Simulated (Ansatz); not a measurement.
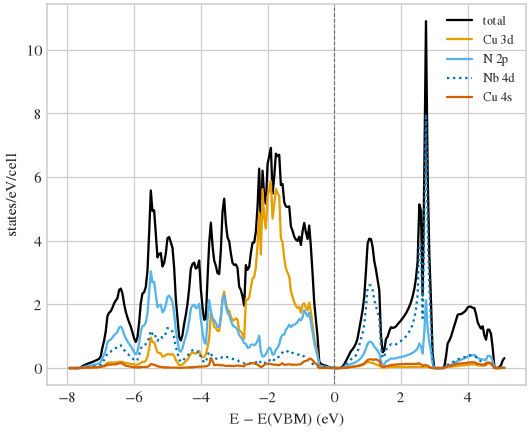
Figure. Total and projected density of states of NbCuN₂ in space group R-3m (No. 166; Nb on 3b, Cu on 3a, N on 6c), the program Ansatz at the PBEsol level (PAW)

Question: Which orbitals carry the states next to the gap?

Answer: Top 1 eV of the valence band: Cu 3d 45 %, N 2p 39 %, Nb 4d 7 %, Cu 4s 6 %. Bottom 1 eV of the conduction band: Nb 4d 61 %, N 2p 21 %, Cu 4s 7 %, Cu 3d 5 %. Projections are on Löwdin-orthogonalised atomic valence shells; empty p or d shells of many metals are not among them.

Question: Where is the tallest occupied peak in this window, and what makes it?

Answer: Near -1.9 eV, about 6.9 states/eV per cell; the largest projected share is Cu 3d.

The start of the workflow was typed in or built on a structure type; neither database checked (COD, Materials Project) lists it. Whether it is the stable phase at ambient conditions was not checked. Symmetry was held in the PBEsol relaxation; whether a distortion lowers the energy is not shown. The workflow began spin-polarised and lost its moments. Scalar-relativistic: spin–orbit coupling is off unless named, which matters more the heavier the elements.

Potentials: the earlier of the program's two PAW sets. The files were generated under PBE; for other functionals the program regenerates the frozen cores, and for LDA and PBEsol the local potential too.
